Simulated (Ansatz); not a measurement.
**singlet [SiCNF2]+ at 4 levels**

We compute a comparison of 4 runs (HF/aug-cc-pVDZ, PBE0/aug-cc-pVDZ, CCSD/aug-cc-pVDZ, CCSD(T)/aug-cc-pVDZ) of singlet [SiCNF2]+. 

Program for the calculation: Ansatz 0.2.0.

36 further runs of the same task are left out: 36 set aside as unsound or not needed.

### 1 The structure to begin with

[SiCNF2]+: 5 atoms, total charge +1, spin state singlet. SMILES of the parent species: `N#C[Si](F)F`. The shape is that of a PBE0-D4/def2-TZVP optimisation. That shape belongs to the parent species and isn't relaxed for this state.

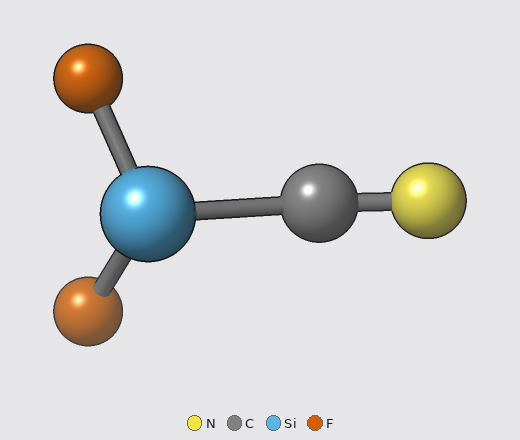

Viewed from a chosen angle; nitrogen yellow, carbon grey, silicon blue, fluorine orange.

### 2 The energy at HF/aug-cc-pVDZ (run 1)

The input, molecule.yaml:

```yaml
crystal:
  periodic: [false, false, false]
  atoms:
    - {symbol: "N", position_ang: [1.426100, -1.103800, 1.364300]}
    - {symbol: C, position_ang: [0.743000, -0.566400, 0.607500]}
    - {symbol: Si, position_ang: [-0.192800, 0.214100, -0.773500]}
    - {symbol: F, position_ang: [-1.655600, -0.382400, -0.757500]}
    - {symbol: F, position_ang: [-0.270900, 1.764900, -0.482300]}
basis:
  gaussian:
    orbitals: aug-cc-pVDZ
total_charge: 1
hamiltonian:
  xc: hf
accuracy: high
output: {orbitals: {seedname: orbitals}}
```

On the command line:

```bash
$ ansatz run molecule.yaml --threads 1 --pin off --max-ram 3480MiB --events-out events.jsonl --progress --plain --runs-dir runs
```

Standard output:

```text
Warning: RAYON_NUM_THREADS=1 ignored (pool sized by the plan → 1); use --threads N
Functional definition: HF
  name "HF"
  exchange = exact_x
  correlation = 0
2327 factors; integrals over basis functions are off by at most 3.1e-9 eV
mean field evaluation 1: about -15770.1951 eV, gradient 6.4e1 eV
mean field evaluation 2: about -15770.7234 eV, gradient 6.4e1 eV
mean field evaluation 4: about -15778.2931 eV, gradient 5.8e0 eV
mean field evaluation 8: about -15778.4727 eV, gradient 9.2e-1 eV
mean field evaluation 16: about -15778.4775 eV, gradient 1.4e-8 eV
mean field -15778.47751761 eV, -579.8483537360 hartree, gradient 2.5e-8 eV, S^2 0.000000; 0 other end points of the search recorded, 0 dependent functions left out
reference -15778.47751761 eV, -579.8483537360 hartree; 22, 22 occupied and 97, 97 virtual orbitals, 2327 factors
Total energy: -15778.47751761 eV, -579.8483537360 hartree
```

Wall time 2.1 s (1 thread of AMD EPYC 9R45 (Zen 5), shared host); peak memory 0.39 GiB.

### 3 A single-point energy at PBE0/aug-cc-pVDZ (run 2)

The input, run.yaml:

```yaml
crystal:
  periodic: [false, false, false]
  atoms:
    - {symbol: N, position_ang: [1.426100, -1.103800, 1.364300]}
    - {symbol: C, position_ang: [0.743000, -0.566400, 0.607500]}
    - {symbol: Si, position_ang: [-0.192800, 0.214100, -0.773500]}
    - {symbol: F, position_ang: [-1.655600, -0.382400, -0.757500]}
    - {symbol: F, position_ang: [-0.270900, 1.764900, -0.482300]}
basis:
  gaussian:
    orbitals: aug-cc-pVDZ
output:
  orbitals: {seedname: orbitals}
hamiltonian:
  xc: {name: PBE0}
total_charge: 1
accuracy: high
```

On the command line:

```bash
$ ansatz run run.yaml --threads 1 --pin off --max-ram 3480MiB --events-out events.jsonl --progress --plain --runs-dir runs
```

Standard output:

```text
Warning: RAYON_NUM_THREADS=1 ignored (pool sized by the plan → 1); use --threads N
Functional definition: PBE0
  name "PBE0"
  parameter a = 0.25
  parameter kappa = 0.804
  parameter beta = 0.06672455060314922
  exchange = (1 - a)*pbe_x(kappa = kappa, mu = beta*pi^2/3) + a*exact_x
  correlation = pbe_c(beta = beta)
2327 factors; integrals over basis functions are off by at most 3.1e-9 eV
mean field evaluation 1: about -15803.9319 eV, gradient 8.7e1 eV
mean field evaluation 2: about -15719.5757 eV, gradient 1.9e2 eV
mean field evaluation 4: about -15817.3455 eV, gradient 1.3e1 eV
mean field evaluation 8: about -15818.0346 eV, gradient 8.2e-1 eV
mean field evaluation 16: about -15818.2002 eV, gradient 1.2e-3 eV
mean field -15818.20017615 eV, -581.3081345124 hartree, gradient 7.5e-9 eV, S^2 0.000000; 0 other end points of the search recorded, 0 dependent functions left out
reference -15818.20018199 eV, -581.3081347271 hartree; 22, 22 occupied and 97, 97 virtual orbitals, 2327 factors
Total energy: -15818.20018199 eV, -581.3081347271 hartree
```

Run time: 4.2 s. Hardware: 1 thread of AMD EPYC 9R45 (Zen 5), shared host; peak memory 0.45 GiB.

Run 3 isn't shown in full; the table further down has it.

### 4 The energy at CCSD(T)/aug-cc-pVDZ (run 4)

The input, job.yaml:

```yaml
crystal:
  periodic: [false, false, false]
  atoms:
    - {symbol: "N", position_ang: [1.426100, -1.103800, 1.364300]}
    - {symbol: C, position_ang: [0.743000, -0.566400, 0.607500]}
    - {symbol: Si, position_ang: [-0.192800, 0.214100, -0.773500]}
    - {symbol: F, position_ang: [-1.655600, -0.382400, -0.757500]}
    - {symbol: F, position_ang: [-0.270900, 1.764900, -0.482300]}
basis:
  gaussian: {orbitals: aug-cc-pVDZ}
total_charge: 1
accuracy: high
scf: {omitted_lower_state_checks: [cluster_reference, increment]}
correlation: {method: ccsd_t, frozen_orbitals: {C: 1, F: 1, "N": 1, Si: 5}}
```

On the command line:

```bash
$ ansatz run job.yaml --threads 1 --pin off --max-ram 3480MiB --events-out events.jsonl --progress --plain --runs-dir runs
```

Standard output, cut to the lines that bear on the results:

```text
Warning: RAYON_NUM_THREADS=1 ignored (pool sized by the plan → 1); use --threads N
[... 2 set-up lines as earlier in the session ...]
[...]
2327 factors; integrals over basis functions are off by at most 3.1e-9 eV
[...]
mean field -15778.47751761 eV, -579.8483537360 hartree, gradient 2.5e-8 eV, S^2 0.000000; 0 other end points of the search recorded, 0 dependent functions left out; unrestricted orbitals would lower it
9 core orbitals not correlated: weight in the atoms' cores, before any rotation towards them, 1.000 or more for the frozen orbitals, at most 0.000 for the correlated occupied ones
reference -15778.47751761 eV, -579.8483537360 hartree; 13, 13 occupied and 97, 97 virtual orbitals, 2327 factors
second order -21.14402760 eV of doubles, -0.00000000 eV of singles
cycle   1  -20.44831711 eV  change    7.0e-1 eV  update   1.4e-1
[...]
cycle  28  -21.27845007 eV  change   -1.1e-9 eV  update   1.4e-9
perturbative correction -0.81442960 eV, -0.0299297357 hartree
Total energy: -15800.57039728 eV, -580.6602520888 hartree
Checks for a lower state left out: cluster_reference, increment
```

It took 19 s on 1 thread of AMD EPYC 9R45 (Zen 5), shared host; peak memory 1.1 GiB.

### 5 Overview of the runs

| run | level | frozen core orbitals | energy (Eh) | wall time |
| --- | --- | --- | --- | --- |
| 1 | HF/aug-cc-pVDZ | – | -579.848354 | 2.1 s |
| 2 | PBE0/aug-cc-pVDZ | – | -581.308135 | 4.2 s |
| 3 | CCSD/aug-cc-pVDZ | 9 | -580.630322 | 14 s |
| 4 | CCSD(T)/aug-cc-pVDZ | 9 | -580.660252 | 19 s |

### 6 Results

```
                                          quantity          value
                               run 4: total energy  -580.66025 Eh
run 4: correlation energy (9 core orbitals frozen)     -811.9 mEh
                             run 4: (T) correction     -29.93 mEh
                              run 4: T1 diagnostic          0.021
```

What this shows: Below the HF energy at the same shape and in the same basis (aug-cc-pVDZ): CCSD -782.0 mEh; CCSD(T) -811.9 mEh. In runs 3, 4 the log says that unrestricted orbitals would lower the reference, so the values rest on an unstable closed-shell determinant (other closed-shell runs at this shape may share the fault). All runs together took 39 s, the longest 19 s.
